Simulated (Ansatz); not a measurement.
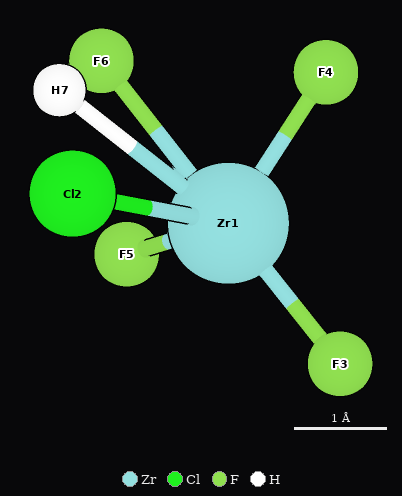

**Figure 1.** The structure as given in the input (ball-and-stick view, seen at an oblique angle; atoms are numbered from 1 in the order of the input). Sticks mark near contacts.

Geometry relaxation of ZrHClF$_{4}$ (part 1 of 2)

- system: ZrHClF$_{4}$
- method: RHF/def2-SVP (Ansatz 0.2.0)

The input holds or restrains some coordinates. Forces given for the steps count only the free coordinates. It belongs to a series of runs on one base structure; here: pulled along the bonds that form and break, towards end B. Figures and captions count atoms from 1; the log counts them from 0 in places.

The input:
```yaml
crystal:
  periodic: [false, false, false]
  atoms:
    - { symbol: Zr, position_ang: [0.0, 0.0, 0.0] }
    - { symbol: Cl, position_ang: [0.0, 0.0, 2.87] }
    - { symbol: F, position_ang: [1.8671, 0.0, -0.6593] }
    - { symbol: F, position_ang: [-0.9326, 1.6157, -0.6593] }
    - { symbol: F, position_ang: [-0.9326, -1.6157, -0.6593] }
    - { symbol: F, position_ang: [-2.1637, 0.0, 0.7189] }
    - { symbol: H, position_ang: [-1.5793, 0.0, 1.9315] }
basis:
  gaussian: { orbitals: def2-SVP }
hamiltonian:
  xc: hf
relax:
  f_tol: 0.15
  max_steps: 25
  restrain:
    - { distance: [0, 5], at: 1.98, k: 30.0 }
    - { distance: [6, 1], at: 1.37, k: 30.0 }
    - { distance: [0, 1], at: 3.72, k: 30.0 }
    - { distance: [6, 5], at: 2.12, k: 30.0 }
output:
  orbitals: {}
```

Launched with:
```bash
ansatz run input.yaml --threads 2 --pin off --max-ram 3072MiB --backend cpu --events-out ev --progress --plain --runs-dir out
```

Log:
```
The last accepted step is kept in [file] (removed where the run ends without a failure and the disk answers)
Engine: ansatz 0.2.0, aarch64-unknown-linux-gnu
Functional definition: HF
  exchange = exact_x
  correlation = 0
1134 factors; integrals over basis functions are off by at most 2.4e-4 eV
mean field evaluation 1: about -24595.0675 eV, gradient 6.2e1 eV
mean field evaluation 2: about -24595.1761 eV, gradient 6.2e1 eV
mean field evaluation 4: about -24602.6325 eV, gradient 2.7e0 eV
mean field evaluation 8: about -24602.6926 eV, gradient 1.4e-1 eV
mean field -24602.69270705 eV, -904.1322806799 hartree, gradient 7.2e-6 eV, S^2 0.000000; 0 other end points of the search recorded, 0 dependent functions left out
the calculation of the forces begins
reference -24602.69270705 eV, -904.1322806799 hartree; 33, 33 occupied and 77, 77 virtual orbitals, 1134 factors
relax step   1: F+E_penalty+E_count = -24602.69270705 eV  Δ(F+E_penalty+E_count) = +0.000e0 eV  max|allowed force component| = 4.751e0 eV/Å  E_restraint = 24.44475873 eV  max|allowed force component, restraints' pulls added| = 2.559e1 eV/Å  Δτ_max = 0.0000 Å  (43 SCF iters, accepted)
  distance Zr 0 - F 5 = 2.2800 Å
  distance H 6 - Cl 1 = 1.8371 Å
  distance Zr 0 - Cl 1 = 2.8700 Å
  distance H 6 - F 5 = 1.3461 Å
these checks for a lower state are left out or cut short: starts, cluster_reference, orbital_swaps, neighbouring_geometries, increment
1134 factors; integrals over basis functions are off by at most 4.0e-4 eV
mean field evaluation 16: about -24601.2251 eV, gradient 1.9e1 eV
mean field -24602.60532387 eV, -904.1290694074 hartree, gradient 1.5e-5 eV, S^2 0.000000; 0 other end points of the search recorded, 0 dependent functions left out
the calculation of the forces begins
reference -24602.60532387 eV, -904.1290694074 hartree; 33, 33 occupied and 77, 77 virtual orbitals, 1134 factors
relax step   2: F+E_penalty+E_count = -24602.60532387 eV  Δ(F+E_penalty+E_count) = +8.738e-2 eV  max|allowed force component| = 3.220e0 eV/Å  E_restraint = 10.33389234 eV  max|allowed force component, restraints' pulls added| = 1.968e1 eV/Å  Δτ_max = 0.1940 Å  (46 SCF iters, accepted)
  distance Zr 0 - F 5 = 2.1900 Å
  distance H 6 - Cl 1 = 1.6372 Å
  distance Zr 0 - Cl 1 = 3.1741 Å
  distance H 6 - F 5 = 1.5952 Å
these checks for a lower state are left out or cut short: starts, cluster_reference, orbital_swaps, neighbouring_geometries, increment
1134 factors; integrals over basis functions are off by at most 6.5e-4 eV
mean field evaluation 32: about -24603.0219 eV, gradient 1.6e-5 eV
mean field -24603.02193859 eV, -904.1443797158 hartree, gradient 1.3e-5 eV, S^2 0.000000; 0 other end points of the search recorded, 0 dependent functions left out
the calculation of the forces begins
reference -24603.02193859 eV, -904.1443797158 hartree; 33, 33 occupied and 77, 77 virtual orbitals, 1134 factors
relax step   3: F+E_penalty+E_count = -24603.02193859 eV  Δ(F+E_penalty+E_count) = -4.166e-1 eV  max|allowed force component| = 2.733e0 eV/Å  E_restraint = 3.12746821 eV  max|allowed force component, restraints' pulls added| = 9.899e0 eV/Å  Δτ_max = 0.1949 Å  (38 SCF iters, accepted)
  distance Zr 0 - F 5 = 2.1006 Å
  distance H 6 - Cl 1 = 1.4475 Å
  distance Zr 0 - Cl 1 = 3.3607 Å
  distance H 6 - F 5 = 1.8775 Å
these checks for a lower state are left out or cut short: starts, cluster_reference, orbital_swaps, neighbouring_geometries, increment
1134 factors; integrals over basis functions are off by at most 1.0e-3 eV
mean field -24603.80178475 eV, -904.1730385338 hartree, gradient 1.4e-5 eV, S^2 0.000000; 0 other end points of the search recorded, 0 dependent functions left out
the calculation of the forces begins
reference -24603.80178475 eV, -904.1730385338 hartree; 33, 33 occupied and 77, 77 virtual orbitals, 1134 factors
relax step   4: F+E_penalty+E_count = -24603.80178475 eV  Δ(F+E_penalty+E_count) = -7.798e-1 eV  max|allowed force component| = 1.492e0 eV/Å  E_restraint = 0.26727991 eV  max|allowed force component, restraints' pulls added| = 3.285e0 eV/Å  Δτ_max = 0.1943 Å  (37 SCF iters, accepted)
  distance Zr 0 - F 5 = 1.9888 Å
  distance H 6 - Cl 1 = 1.3182 Å
  distance Zr 0 - Cl 1 = 3.5999 Å
  distance H 6 - F 5 = 2.0949 Å
these checks for a lower state are left out or cut short: starts, cluster_reference, orbital_swaps, neighbouring_geometries, increment
1134 factors; integrals over basis functions are off by at most 1.0e-3 eV
mean field -24604.54232942 eV, -904.2002530483 hartree, gradient 1.3e-5 eV, S^2 0.000000; 0 other end points of the search recorded, 0 dependent functions left out
the calculation of the forces begins
reference -24604.54232942 eV, -904.2002530483 hartree; 33, 33 occupied and 77, 77 virtual orbitals, 1134 factors
relax step   5: F+E_penalty+E_count = -24604.54232942 eV  Δ(F+E_penalty+E_count) = -7.405e-1 eV  max|allowed force component| = 1.425e0 eV/Å  E_restraint = 0.04753962 eV  max|allowed force component, restraints' pulls added| = 1.095e0 eV/Å  Δτ_max = 0.1948 Å  (38 SCF iters, accepted)
  distance Zr 0 - F 5 = 1.9665 Å
  distance H 6 - Cl 1 = 1.3232 Å
  distance Zr 0 - Cl 1 = 3.6948 Å
  distance H 6 - F 5 = 2.1072 Å
these checks for a lower state are left out or cut short: starts, cluster_reference, orbital_swaps, neighbouring_geometries, increment
1134 factors; integrals over basis functions are off by at most 1.0e-3 eV
mean field evaluation 64: about -24605.0075 eV, gradient 1.2e-5 eV
mean field -24605.00753300 eV, -904.2173489647 hartree, gradient 1.2e-5 eV, S^2 0.000000; 0 other end points of the search recorded, 0 dependent functions left out
the calculation of the forces begins
reference -24605.00753300 eV, -904.2173489647 hartree; 33, 33 occupied and 77, 77 virtual orbitals, 1134 factors
relax step   6: F+E_penalty+E_count = -24605.00753300 eV  Δ(F+E_penalty+E_count) = -4.652e-1 eV  max|allowed force component| = 1.664e0 eV/Å  E_restraint = 0.01656715 eV  max|allowed force component, restraints' pulls added| = 9.268e-1 eV/Å  Δτ_max = 0.1950 Å  (38 SCF iters, accepted)
  distance Zr 0 - F 5 = 1.9682 Å
  distance H 6 - Cl 1 = 1.3411 Å
  distance Zr 0 - Cl 1 = 3.7156 Å
  distance H 6 - F 5 = 2.1093 Å
these checks for a lower state are left out or cut short: starts, cluster_reference, orbital_swaps, neighbouring_geometries, increment
1135 factors; integrals over basis functions are off by at most 1.1e-3 eV
mean field -24605.33988932 eV, -904.2295628340 hartree, gradient 1.3e-5 eV, S^2 0.000000; 0 other end points of the search recorded, 0 dependent functions left out
the calculation of the forces begins
reference -24605.33988932 eV, -904.2295628340 hartree; 33, 33 occupied and 77, 77 virtual orbitals, 1135 factors
relax step   7: F+E_penalty+E_count = -24605.33988932 eV  Δ(F+E_penalty+E_count) = -3.324e-1 eV  max|allowed force component| = 1.763e0 eV/Å  E_restraint = 0.02005498 eV  max|allowed force component, restraints' pulls added| = 8.876e-1 eV/Å  Δτ_max = 0.1950 Å  (38 SCF iters, accepted)
  distance Zr 0 - F 5 = 1.9612 Å
  distance H 6 - Cl 1 = 1.3388 Å
  distance Zr 0 - Cl 1 = 3.7224 Å
  distance H 6 - F 5 = 2.1177 Å
these checks for a lower state are left out or cut short: starts, cluster_reference, orbital_swaps, neighbouring_geometries, increment
1135 factors; integrals over basis functions are off by at most 1.1e-3 eV
mean field -24605.53096081 eV, -904.2365845819 hartree, gradient 1.3e-5 eV, S^2 0.000000; 0 other end points of the search recorded, 0 dependent functions left out
the calculation of the forces begins
reference -24605.53096081 eV, -904.2365845819 hartree; 33, 33 occupied and 77, 77 virtual orbitals, 1135 factors
relax step   8: F+E_penalty+E_count = -24605.53096081 eV  Δ(F+E_penalty+E_count) = -1.911e-1 eV  max|allowed force component| = 1.501e0 eV/Å  E_restraint = 0.04110326 eV  max|allowed force component, restraints' pulls added| = 4.215e-1 eV/Å  Δτ_max = 0.1949 Å  (37 SCF iters, accepted)
  distance Zr 0 - F 5 = 1.9523 Å
  distance H 6 - Cl 1 = 1.3257 Å
  distance Zr 0 - Cl 1 = 3.7225 Å
  distance H 6 - F 5 = 2.1178 Å
these checks for a lower state are left out or cut short: starts, cluster_reference, orbital_swaps, neighbouring_geometries, increment
1136 factors; integrals over basis functions are off by at most 1.2e-3 eV
mean field evaluation 96: about -24605.5784 eV, gradient 1.3e-5 eV
mean field -24605.57841882 eV, -904.2383286317 hartree, gradient 1.3e-5 eV, S^2 0.000000; 0 other end points of the search recorded, 0 dependent functions left out
the calculation of the forces begins
reference -24605.57841882 eV, -904.2383286317 hartree; 33, 33 occupied and 77, 77 virtual orbitals, 1136 factors
relax step   9: F+E_penalty+E_count = -24605.57841882 eV  Δ(F+E_penalty+E_count) = -4.746e-2 eV  max|allowed force component| = 1.502e0 eV/Å  E_restraint = 0.04327824 eV  max|allowed force component, restraints' pulls added| = 1.428e-1 eV/Å  Δτ_max = 0.1999 Å  (38 SCF iters, accepted)
```

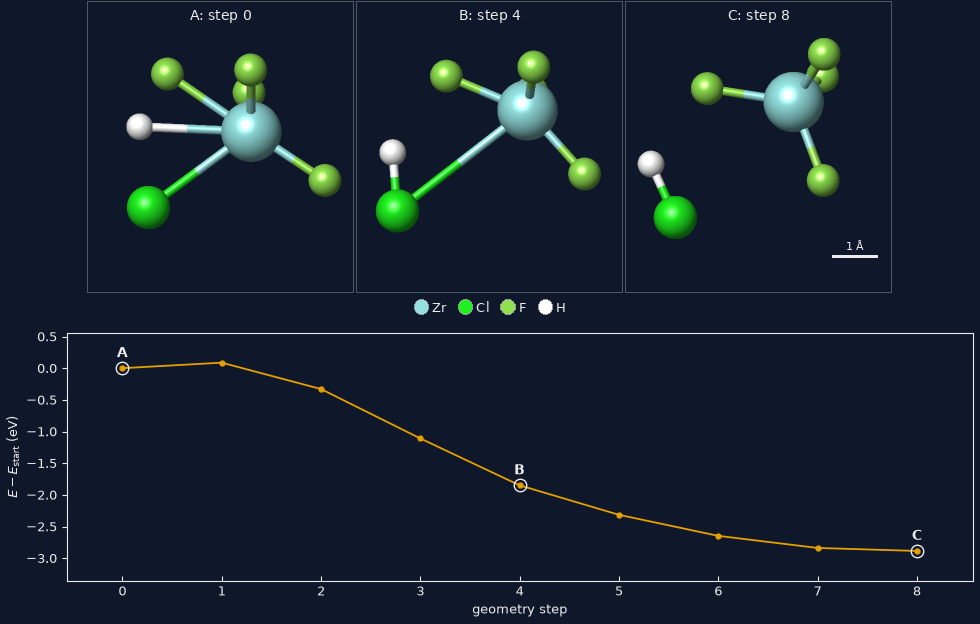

**Figure 2.** Frames of the restrained relaxation (ball-and-stick view, seen at a tilt) above the curves, on which the letters mark them (the first geometry is step 0 here and step 1 in the log).

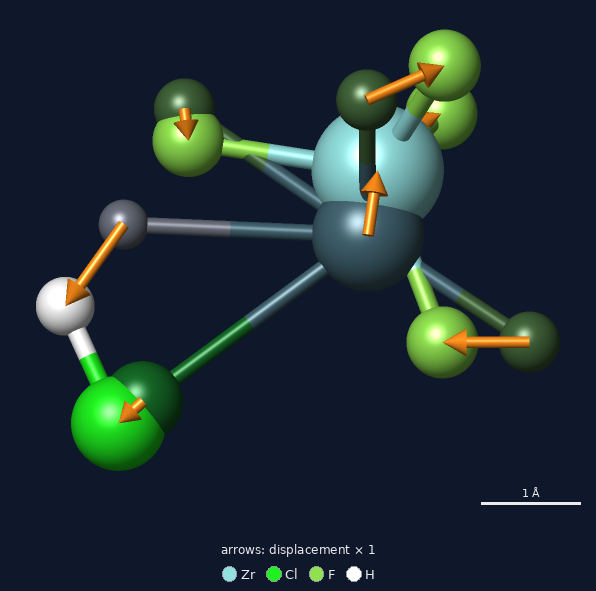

**Figure 3.** Start (faint) and end (solid) with the displacements as orange arrows, at true length (ball-and-stick view, seen at a tilt). The two geometries are laid on each other by the best rigid fit. The largest move after the best rigid fit is that of H7, 1.03 Å. Largest moves by element: H 1.03 Å, F 0.89 Å, Zr 0.68 Å, Cl 0.33 Å. Among the contacts that change: Zr1–H7 2.495 → 3.485 Å, Zr1–Cl2 2.870 → 3.720 Å, Cl2–H7 1.837 → 1.324 Å, Zr1–F6 2.280 → 1.952 Å. New bonds form: Cl2–H7 (1.84 → 1.32 Å). Bonds break: Zr1–Cl2 (2.87 → 3.72 Å). Among the angles that change: F3–Zr1–F6 178.9° → 119.2°, F4–Zr1–F6 70.0° → 106.3°, F3–Zr1–F4 109.5° → 106.9°. Over 8 geometry steps the energy falls by 2.886 eV. The largest force component goes from 4.8 to 1.5 eV/Å. (Atoms are counted from 1 in the order of the input.)
